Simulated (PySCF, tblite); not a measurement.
# C₄H₁₁FO₂Si: geometry, infrared bands and NMR shifts

Aim: predict the infrared bands and NMR shifts of C₄H₁₁FO₂Si (`C[C@H](CO)O[SiH2]CF`).

Computed with tblite 0.8.0 and PySCF 2.14.0, with density-fitted response routines of our own, on a single molecule in the gas phase. Atoms count from 0, in the outputs and in this text.

## Step 1: The starting structure

19 atoms, charge 0, multiplicity 1; geometry from: force field or distance geometry start.

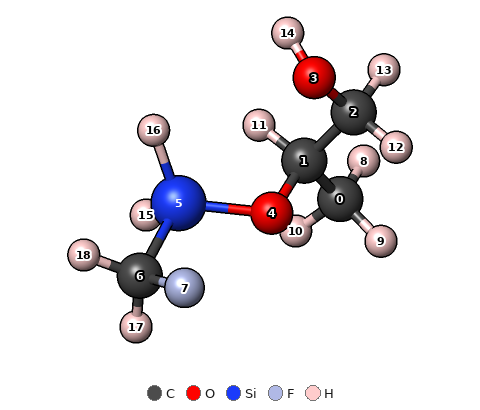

As it starts; carbon dark grey, oxygen red, silicon blue, fluorine light blue, hydrogen pink, atoms numbered.

## Step 2: Relaxing the molecule with GFN2-xTB

The job: settings as JSON, then the geometry in Å.

```
{"job": {"kind": "relax", "xc": "GFN2-xTB", "basis": "xTB"}, "charge": 0, "multiplicity": 1}
C     -1.386800    -0.619200    -1.661600
C     -0.971500    -0.093300    -0.314000
C     -1.855900     0.942500     0.268300
O     -1.411200     1.311200     1.528500
O      0.323500     0.392500    -0.392200
Si     1.355400    -0.565000     0.545600
C      3.074800     0.187800     0.393100
F      3.040600     1.553800     0.311000
H     -2.375400    -1.100200    -1.670000
H     -1.284900     0.164900    -2.444600
H     -0.652300    -1.416500    -1.941000
H     -0.974200    -0.991100     0.370800
H     -1.799400     1.873900    -0.351200
H     -2.931500     0.640500     0.327100
H     -1.716900     0.656700     2.217000
H      1.420400    -1.968000     0.076700
H      1.002700    -0.567200     1.976500
H      3.492700    -0.240500    -0.545600
H      3.640000    -0.153700     1.298100
```

Started as:

```sh
OMP_NUM_THREADS=1 python probes_run.py task.json out
```

One launch serves the whole session: the jobs run in the order shown.

The log of the run:

```text
step      E/eV     max force
  0    -783.18926    2.579
  1    -783.45730    1.140
  2    -783.51845    0.668
  3    -783.56126    0.579
  4    -783.59613    0.453
  5    -783.61788    0.409
  6    -783.64725    0.364
  7    -783.66864    0.419
  8    -783.68393    0.310
  9    -783.69376    0.234
 10    -783.70347    0.252
 11    -783.71446    0.262
 12    -783.72545    0.233
 13    -783.73463    0.214
 14    -783.74321    0.239
 15    -783.75293    0.219
 16    -783.76185    0.206
 17    -783.76753    0.193
 18    -783.77138    0.157
 19    -783.77495    0.148
 20    -783.77905    0.176
 21    -783.78309    0.181
 22    -783.78603    0.126
 23    -783.78814    0.110
 24    -783.79017    0.129
 25    -783.79205    0.105
 26    -783.79351    0.091
 27    -783.79482    0.089
 28    -783.79664    0.121
 29    -783.79979    0.159
 30    -783.80475    0.173
 31    -783.81089    0.204
 32    -783.81641    0.197
 33    -783.82137    0.168
 34    -783.82651    0.195
 35    -783.83164    0.159
 36    -783.83543    0.122
 37    -783.83819    0.109
 38    -783.84004    0.122
 39    -783.84182    0.093
 40    -783.84350    0.076
 41    -783.84558    0.115
 42    -783.84745    0.169
 43    -783.85052    0.187
 44    -783.85288    0.124
 45    -783.85462    0.092
 46    -783.85582    0.083
 47    -783.85726    0.100
 48    -783.85856    0.081
 49    -783.85989    0.070
 50    -783.86081    0.072
 51    -783.86196    0.111
 52    -783.86359    0.140
 53    -783.86537    0.123
 54    -783.86666    0.073
 55    -783.86758    0.087
 56    -783.86832    0.114
 57    -783.86937    0.095
 58    -783.87113    0.082
 59    -783.87226    0.079
 60    -783.87337    0.072
 61    -783.87466    0.082
 62    -783.87652    0.094
 63    -783.87872    0.090
 64    -783.88046    0.099
 65    -783.88170    0.087
 66    -783.88296    0.081
 67    -783.88436    0.067
 68    -783.88564    0.067
 69    -783.88659    0.061
 70    -783.88739    0.065
 71    -783.88824    0.067
 72    -783.88927    0.090
 73    -783.89041    0.077
 74    -783.89150    0.073
 75    -783.89227    0.056
 76    -783.89304    0.059
 77    -783.89362    0.050
 78    -783.89408    0.041
 79    -783.89449    0.042
 80    -783.89490    0.041
 81    -783.89531    0.045
 82    -783.89567    0.039
 83    -783.89602    0.048
 84    -783.89645    0.048
 85    -783.89702    0.053
 86    -783.89773    0.053
 87    -783.89845    0.061
 88    -783.89913    0.059
 89    -783.89979    0.063
 90    -783.90067    0.075
 91    -783.90192    0.073
 92    -783.90390    0.106
 93    -783.90620    0.132
 94    -783.90894    0.163
 95    -783.91118    0.183
 96    -783.91446    0.132
 97    -783.91734    0.143
 98    -783.92218    0.130
 99    -783.92668    0.199
100    -783.93079    0.188
101    -783.93428    0.256
102    -783.93963    0.206
103    -783.94380    0.149
104    -783.94804    0.164
105    -783.95180    0.163
106    -783.95558    0.178
107    -783.96078    0.136
108    -783.96501    0.148
109    -783.96832    0.202
110    -783.97151    0.198
111    -783.97625    0.149
112    -783.97906    0.170
113    -783.98220    0.117
114    -783.98447    0.111
115    -783.98582    0.121
116    -783.98722    0.078
117    -783.98895    0.085
118    -783.99022    0.071
119    -783.99181    0.084
120    -783.99359    0.092
121    -783.99623    0.099
122    -783.99989    0.134
123    -784.00440    0.148
124    -784.00882    0.148
125    -784.01097    0.269
126    -784.01567    0.146
127    -784.01970    0.125
128    -784.02720    0.172
129    -784.03035    0.137
130    -784.03411    0.165
131    -784.03879    0.203
132    -784.04155    0.124
133    -784.04339    0.167
134    -784.04512    0.145
135    -784.04676    0.107
136    -784.04804    0.052
137    -784.04919    0.065
138    -784.04996    0.062
139    -784.05062    0.064
140    -784.05130    0.055
141    -784.05225    0.064
142    -784.05310    0.060
143    -784.05375    0.060
144    -784.05436    0.059
145    -784.05508    0.059
146    -784.05601    0.072
147    -784.05719    0.082
148    -784.05847    0.081
149    -784.05956    0.084
150    -784.06041    0.074
151    -784.06133    0.070
152    -784.06249    0.078
153    -784.06363    0.080
154    -784.06437    0.047
155    -784.06483    0.041
156    -784.06515    0.048
157    -784.06559    0.057
158    -784.06608    0.057
159    -784.06658    0.054
160    -784.06708    0.062
161    -784.06759    0.064
162    -784.06804    0.056
163    -784.06852    0.051
164    -784.06903    0.049
165    -784.06964    0.048
166    -784.07017    0.048
167    -784.07070    0.051
168    -784.07130    0.053
169    -784.07215    0.060
170    -784.07283    0.092
171    -784.07372    0.066
172    -784.07425    0.051
173    -784.07513    0.073
174    -784.07587    0.089
175    -784.07680    0.098
176    -784.07738    0.073
177    -784.07787    0.062
178    -784.07826    0.046
179    -784.07876    0.047
180    -784.07920    0.058
181    -784.07958    0.051
182    -784.07991    0.037
183    -784.08020    0.040
184    -784.08040    0.026
185    -784.08053    0.023
186    -784.08060    0.021
187    -784.08067    0.020
188    -784.08076    0.020
189    -784.08085    0.025
190    -784.08097    0.026
191    -784.08113    0.026
192    -784.08134    0.027
193    -784.08157    0.031
194    -784.08184    0.034
195    -784.08215    0.035
196    -784.08246    0.042
197    -784.08232    0.083
198    -784.08283    0.032
199    -784.08294    0.026
200    -784.08327    0.026
201    -784.08339    0.036
202    -784.08364    0.029
203    -784.08374    0.031
204    -784.08384    0.020
205    -784.08390    0.017
206    -784.08395    0.024
207    -784.08401    0.021
208    -784.08408    0.020
209    -784.08418    0.025
210    -784.08428    0.030
211    -784.08439    0.028
212    -784.08448    0.021
213    -784.08456    0.016
214    -784.08462    0.011
215    -784.08465    0.010
```

It took 2.7 s on 1 thread of Arm Neoverse N1, shared host; peak memory 0.18 GiB.

Relaxation path: (not every step is listed)

| step | energy from step 0 (eV) | largest force (eV/Å) |
| --- | --- | --- |
| 0 | 0.0000 | 2.5787 |
| 1 | -0.2680 | 1.1399 |
| 2 | -0.3292 | 0.6678 |
| 3 | -0.3720 | 0.5791 |
| 4 | -0.4069 | 0.4533 |
| 5 | -0.4286 | 0.4087 |
| 6 | -0.4580 | 0.3641 |
| 7 | -0.4794 | 0.4189 |
| 8 | -0.4947 | 0.3105 |
| 28 | -0.6074 | 0.1206 |
| 48 | -0.6693 | 0.0812 |
| 68 | -0.6964 | 0.0672 |
| 88 | -0.7099 | 0.0591 |
| 108 | -0.7758 | 0.1480 |
| 128 | -0.8379 | 0.1725 |
| 148 | -0.8692 | 0.0809 |
| 168 | -0.8820 | 0.0533 |
| 188 | -0.8915 | 0.0200 |
| 208 | -0.8948 | 0.0199 |
| 210 | -0.8950 | 0.0298 |
| 211 | -0.8951 | 0.0278 |
| 212 | -0.8952 | 0.0210 |
| 213 | -0.8953 | 0.0161 |
| 214 | -0.8954 | 0.0109 |
| 215 | -0.8954 | 0.0099 |

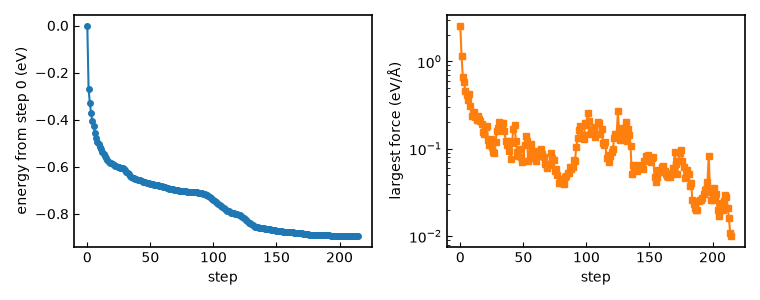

Energy and force, step by step.

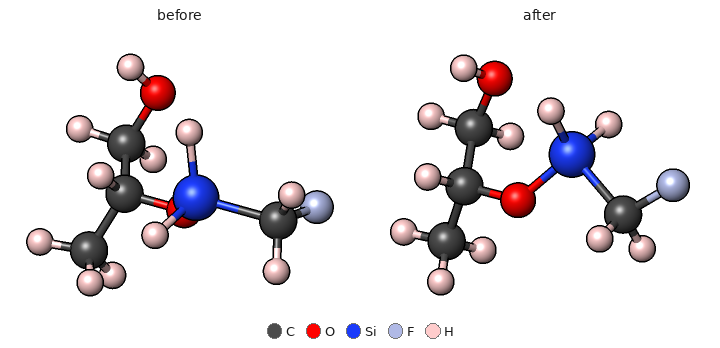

The geometry before (left) and after (right).

Distances of close pairs at the start and the end, largest changes first:

| bond | before (Å) | after (Å) | change (Å) |
| --- | --- | --- | --- |
| O4–Si5 | 1.691 | 1.624 | -0.068 |
| C1–C2 | 1.481 | 1.531 | +0.050 |
| O3–H14 | 0.998 | 0.964 | -0.034 |
| C0–H10 | 1.119 | 1.086 | -0.033 |
| Si5–C6 | 1.883 | 1.913 | +0.030 |
| C2–H12 | 1.120 | 1.091 | -0.029 |
| C6–H18 | 1.120 | 1.092 | -0.028 |
| C0–H9 | 1.113 | 1.087 | -0.026 |

The final coordinates are the input of the step that follows.

## Step 3: Harmonic vibrations with GFN2-xTB

The job: settings as JSON, then the geometry in Å.

```
{"job": {"kind": "ir", "xc": "GFN2-xTB", "basis": "xTB"}, "charge": 0, "multiplicity": 1}
C     -1.417391    -0.447144    -1.887705
C     -1.019375    -0.515519    -0.417286
C     -1.741148     0.554703     0.406523
O     -1.300377     0.554891     1.737466
O      0.363701    -0.365304    -0.305701
Si     1.238020     0.253344     0.914498
C      2.983671     0.000054     0.173474
F      3.931287     0.442170     1.078342
H     -2.486184    -0.607396    -1.999808
H     -1.157994     0.527529    -2.292068
H     -0.880672    -1.208256    -2.446982
H     -1.282936    -1.505550    -0.008430
H     -1.485742     1.540337     0.014591
H     -2.826377     0.408790     0.342522
H     -1.521826    -0.288184     2.148558
H      1.161610    -0.536325     2.146232
H      1.055368     1.680942     1.155451
H      3.155342     0.567587    -0.743753
H      3.221218    -1.047417    -0.023385
```

The log of the run:

```text
mode    cm-1     km/mol
  1      50.3      1.97
  2      78.1      1.88
  3      90.4      1.07
  4     109.8      4.12
  5     151.4     22.21
  6     183.9      7.04
  7     188.1      0.10
  8     263.1     12.96
  9     288.5      5.78
 10     344.4     13.22
 11     424.2    127.59
 12     475.9     17.36
 13     511.6     47.36
 14     539.9     85.71
 15     660.0     20.41
 16     715.1     43.54
 17     752.1     12.15
 18     770.5     67.80
 19     774.5    223.43
 20     799.0    252.71
 21     899.7     32.21
 22     937.1     11.22
 23    1008.0     33.88
 24    1033.4     54.54
 25    1062.6    108.77
 26    1100.1     57.03
 27    1119.2     17.89
 28    1172.9    152.20
 29    1187.3     45.19
 30    1203.3     20.48
 31    1277.4     12.13
 32    1280.2      7.59
 33    1316.5     31.31
 34    1317.6     43.44
 35    1342.3     15.04
 36    1397.5     12.71
 37    1454.6      2.41
 38    1460.1      0.91
 39    1473.7      4.02
 40    1489.3      4.85
 41    2229.7    333.14
 42    2288.3    202.26
 43    2831.7     73.62
 44    2911.6     64.87
 45    2959.6     51.68
 46    2967.4     32.65
 47    3003.0     19.55
 48    3044.5     28.44
 49    3049.2     23.49
 50    3053.9     12.28
 51    3534.1     12.83
```

Run time: 1.2 s. Hardware: 1 thread of Arm Neoverse N1, shared host; peak memory 0.18 GiB.

Which atoms move in the most intense modes:

| cm⁻¹ | km/mol | atoms |
| --- | --- | --- |
| 424 | 127.6 | H14 70 % |
| 540 | 85.7 | O4 12 %, C1 12 %, O3 12 %, C2 10 % |
| 774 | 223.4 | H15 37 %, H16 31 %, Si5 17 % |
| 799 | 252.7 | H15 47 %, H16 45 % |
| 1063 | 108.8 | H14 22 %, H12 15 % |
| 1173 | 152.2 | C1 37 %, O4 17 %, H12 10 % |
| 2230 | 333.1 | H15 93 % |
| 2288 | 202.3 | H16 93 % |

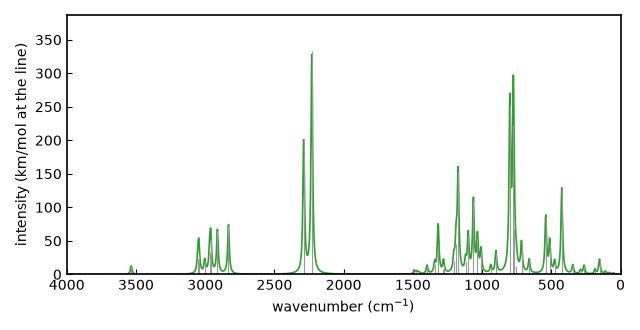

The infrared spectrum from these modes, unscaled. Lines are broadened to a width of 14 cm⁻¹ (Lorentzian).

## Step 4: Shielding tensors: PBE0/pcSseg-1

Same as in step 3 but for these lines:

```diff
@@ -1,2 +1,2 @@
-{"job": {"kind": "ir", "xc": "GFN2-xTB", "basis": "xTB"}, "charge": 0, "multiplicity": 1}
+{"job": {"kind": "nmr", "xc": "PBE0", "basis": "pcSseg-1"}, "charge": 0, "multiplicity": 1}
 C     -1.417391    -0.447144    -1.887705
```

With the program's defaults for keys left out, this is: GIAO PBE0/pcSseg-1 NMR shielding, non-relativistic, gas phase.

The log of the run:

```text
coarse grid: 16048 points
cycle   1  E = -697.9937975830  dE =  9.019e-01  |g| = 9.273e-01  |ddm| = 3.696e+00
cycle   2  E = -697.8281878362  dE =  1.656e-01  |g| = 1.352e+00  |ddm| = 1.764e+00
cycle   3  E = -698.1413821952  dE = -3.132e-01  |g| = 1.153e-01  |ddm| = 1.195e+00
cycle   4  E = -698.1435049243  dE = -2.123e-03  |g| = 5.236e-02  |ddm| = 1.175e-01
cycle   5  E = -698.1439838558  dE = -4.789e-04  |g| = 1.209e-02  |ddm| = 4.254e-02
cycle   6  E = -698.1440041800  dE = -2.032e-05  |g| = 4.734e-03  |ddm| = 1.137e-02
cycle   7  E = -698.1440087799  dE = -4.600e-06  |g| = 3.668e-04  |ddm| = 3.816e-03
final grid: 149872 points
cycle   8  E = -698.2185313643  dE = -4.227e-05  |g| = 1.264e-02  |ddm| = 2.875e-02
cycle   9  E = -698.2185019197  dE =  2.944e-05  |g| = 1.809e-02  |ddm| = 1.934e-02
cycle  10  E = -698.2185619578  dE = -6.004e-05  |g| = 1.386e-03  |ddm| = 1.205e-02
cycle  11  E = -698.2185623504  dE = -3.926e-07  |g| = 2.420e-04  |ddm| = 1.356e-03
cycle  12  E = -698.2185623604  dE = -9.995e-09  |g| = 1.135e-04  |ddm| = 2.777e-04
cycle  13  E = -698.2185623623  dE = -1.919e-09  |g| = 2.845e-05  |ddm| = 8.589e-05
cycle  14  E = -698.2185623624  dE = -1.371e-10  |g| = 5.933e-06  |ddm| = 2.805e-05
converged SCF energy = -698.2185623624

GIAO shielding tensors (ppm)
atom      isotropic    diamagn.    paramagn.     s11        s22        s33       span
  0 C      166.013     247.323     -81.310    149.322    159.861    188.857     39.535
  1 C      112.003     242.123    -130.120     91.869    106.158    137.982     46.113
  2 C      114.513     247.590    -133.077     83.475    111.011    149.053     65.578
  3 O      287.414     391.153    -103.739    244.759    271.869    345.614    100.855
  4 O      301.051     400.707     -99.656    268.753    310.332    324.069     55.315
  5 Si     388.741     880.083    -491.342    359.816    375.932    430.475     70.659
  6 C      107.950     252.318    -144.367     60.819     80.018    183.014    122.195
  7 F      487.217     469.745      17.472    444.413    486.881    530.355     85.942
  8 H       30.924      28.786       2.138     26.480     28.432     37.859     11.379
  9 H       30.738      30.214       0.524     27.275     29.246     35.693      8.418
 10 H       30.117      29.472       0.645     26.083     28.060     36.208     10.125
 11 H       27.949      31.528      -3.579     24.436     26.481     32.930      8.494
 12 H       28.054      31.056      -3.002     24.317     28.055     31.789      7.472
 13 H       27.758      29.807      -2.049     22.257     28.607     32.409     10.152
 14 H       31.264      32.745      -1.480     23.809     27.420     42.564     18.755
 15 H       26.746      30.390      -3.645     22.739     26.352     31.145      8.406
 16 H       26.600      30.180      -3.580     22.514     26.281     31.005      8.491
 17 H       26.961      31.077      -4.116     22.877     27.049     30.958      8.081
 18 H       26.987      30.735      -3.748     22.954     27.135     30.873      7.919
```

Run time: 77 s. Hardware: 1 thread of Arm Neoverse N1, shared host; peak memory 0.91 GiB.

Shifts follow as δ = σ(reference) − σ, with reference shieldings (ppm) from runs at the same level and on the same kind of geometry: ¹H TMS 31.72, ¹³C TMS 186.9, ²⁹Si TMS 349.2, ¹⁹F CFCl3 170.9, ¹⁷O H2O 336.1. The references are single molecules in the gas phase, so shifts against H2O, NH3, PH3, H3PO4 or CFCl3 are not on the usual liquid scales and can be off by tens of ppm. Atoms listed in one row are averaged.

| atoms | environment | σ (ppm) | δ (ppm) | δ scaled to CDCl3 |
| --- | --- | --- | --- | --- |
| C6 | sp3 CH2 bonded to F and Si | 108.0 | 79.0 | 75.2 |
| C1 | sp3 CH bonded to O | 112.0 | 74.9 | 71.2 |
| C2 | sp3 CH2 bonded to O | 114.5 | 72.4 | 68.8 |
| C0 | methyl carbon | 166.0 | 20.9 | 18.5 |
| H16 | hydrogen on a silicon bonded to C, O | 26.60 | 5.12 | – |
| H15 | hydrogen on a silicon bonded to C, O | 26.75 | 4.97 | – |
| H17 | hydrogen on an sp3 CH2 bonded to F and Si | 26.96 | 4.76 | 4.59 |
| H18 | hydrogen on an sp3 CH2 bonded to F and Si | 26.99 | 4.73 | 4.56 |
| H13 | hydrogen on an sp3 CH2 bonded to O | 27.76 | 3.96 | 3.84 |
| H11 | hydrogen on an sp3 CH bonded to O | 27.95 | 3.77 | 3.66 |
| H12 | hydrogen on an sp3 CH2 bonded to O | 28.05 | 3.66 | 3.56 |
| H8, H9, H10 | hydrogen on a methyl carbon | 30.59 | 1.12 | 1.17 |
| H14 | hydrogen on an alcohol oxygen | 31.26 | 0.45 | – |
| O3 | alcohol oxygen | 287.4 | 48.7 | – |
| O4 | oxygen bonded to C, Si | 301.1 | 35.0 | – |
| Si5 | silicon bonded to C, O, 2 H | 388.7 | -39.6 | – |
| F7 | fluorine on an sp3 carbon | 487.2 | -316.3 | – |

The scaled column applies a straight-line fit of computed shieldings to shifts measured in CDCl3, and one for carbons that bear F (root-mean-square error 0.16 ppm for H, 1.9 ppm for C).

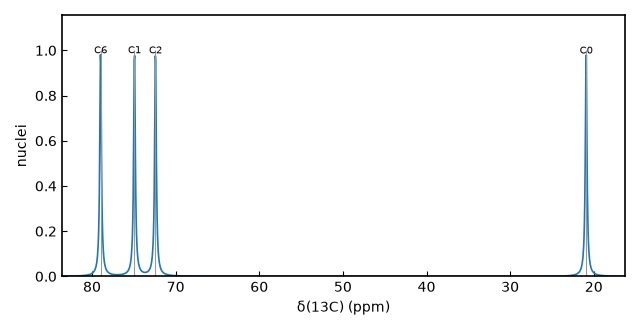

¹³C lines at the computed shifts, without couplings. Lines are broadened to a width of 0.23 ppm (Lorentzian).

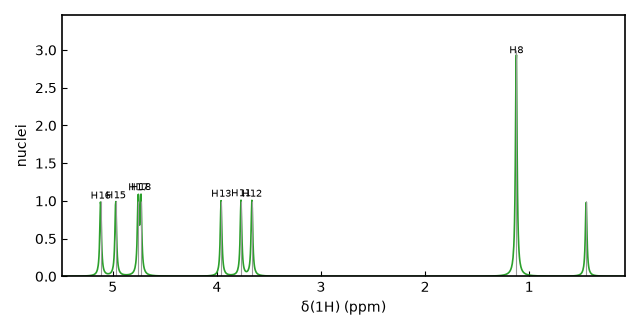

¹H lines at the computed shifts, without couplings. Lines are broadened to a width of 0.02 ppm (Lorentzian).

Charges from the same density, by scheme (e):

| atoms | Mulliken | IAO | Hirshfeld | ESP fit |
| --- | --- | --- | --- | --- |
| C0 | -0.23 | -0.43 | -0.12 | -0.67 |
| C1 | -0.01 | 0.09 | 0.04 | 0.44 |
| C2 | 0.07 | -0.07 | 0.00 | 0.03 |
| O3 | -0.45 | -0.52 | -0.18 | -0.58 |
| O4 | -0.63 | -0.65 | -0.22 | -0.50 |
| Si5 | 0.83 | 1.00 | 0.36 | 0.57 |
| C6 | -0.15 | -0.26 | -0.08 | -0.12 |
| F7 | -0.36 | -0.34 | -0.14 | -0.24 |

IAO charges:

C0 -0.43; C1 0.09; C2 -0.07; O3 -0.52; O4 -0.65; Si5 1.00; C6 -0.26; F7 -0.34; H8 0.14; H9 0.15; H10 0.16; H11 0.12; H12 0.15; H13 0.13; H14 0.35; H15 -0.16; H16 -0.15; H17 0.14; H18 0.14

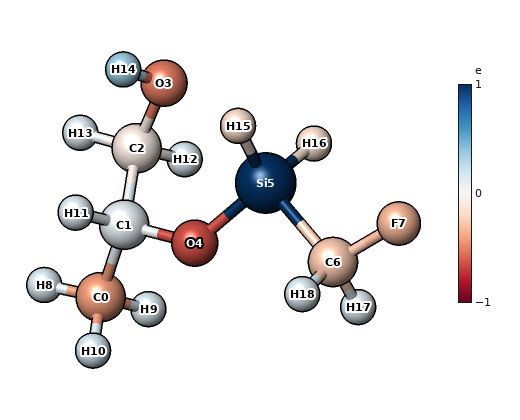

IAO charges, as colours on the atoms.

Mayer bond orders: C0–C1 1.04, C1–C2 1.01, C2–O3 0.92, C1–O4 0.87, O4–Si5 0.94, Si5–C6 0.88, C6–F7 0.83.

The fields below are evaluated on a grid from the run's orbitals.

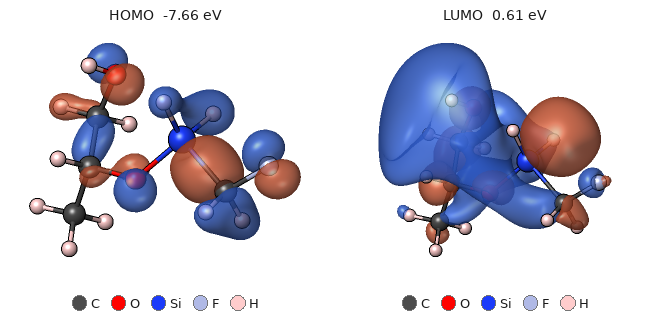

PBE0/pcSseg-1 orbitals near the gap, drawn at the value that encloses 70 % of each; the two colours are the two signs.

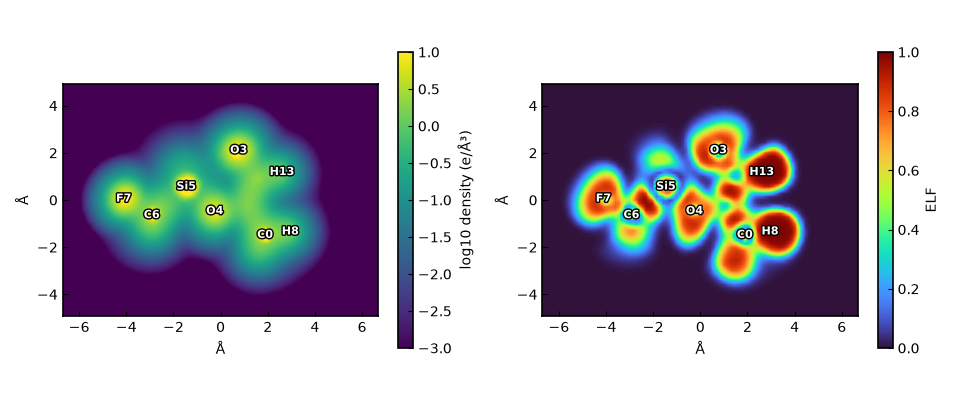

Density (left) and ELF (right) in a plane through or near 8 of the atoms.

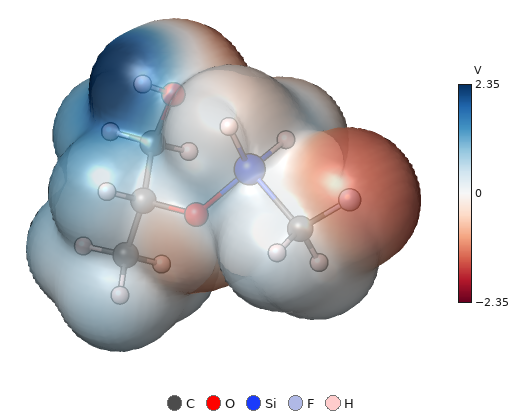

Electrostatic potential on the surface of density 0.002 e/bohr³; red is low, blue high. It runs from -1.39 V near F7 to 2.35 V near H14.

## Step 5: Summary of results

| quantity | value |
| --- | --- |
| strongest single infrared mode (GFN2-xTB) | 2230 cm⁻¹, 333 km/mol |
| zero-point energy (GFN2-xTB) | 92.3 kcal/mol |
| ¹³C shifts against TMS (PBE0/pcSseg-1) | 79.0, 74.9, 72.4, 20.9 ppm |
| ¹H shifts against TMS (PBE0/pcSseg-1, means over atoms taken as alike) | 5.12, 4.97, 4.76, 4.73, 3.96, 3.77, 3.66, 1.12, 0.45 ppm |
| ¹⁷O shifts against H2O (PBE0/pcSseg-1) | 48.7, 35.0 ppm |
| ²⁹Si shifts against TMS (PBE0/pcSseg-1) | -39.6 ppm |
| ¹⁹F shifts against CFCl3 (PBE0/pcSseg-1) | -316.3 ppm |
| surface potential, least and greatest | -1.39 V and 2.35 V |

Relaxing lowered the energy by 0.895 eV in 215 steps; the close pair that moved most is O4–Si5, from 1.691 to 1.624 Å. All 51 modes are real, so the xTB geometry is a minimum. The strongest single mode, at 2230 cm⁻¹, moves mainly H15. Unscaled tight-binding wavenumbers are off by several per cent, some by more. Its intensities can rank the bands wrongly. C6 (sp3 CH2 bonded to F and Si) lies farthest downfield among carbon, at 79.0 ppm; pulled downfield by the heteroatom. At PBE0/pcSseg-1: The largest span, 122 ppm, is at C6, where the paramagnetic term is -144 ppm.
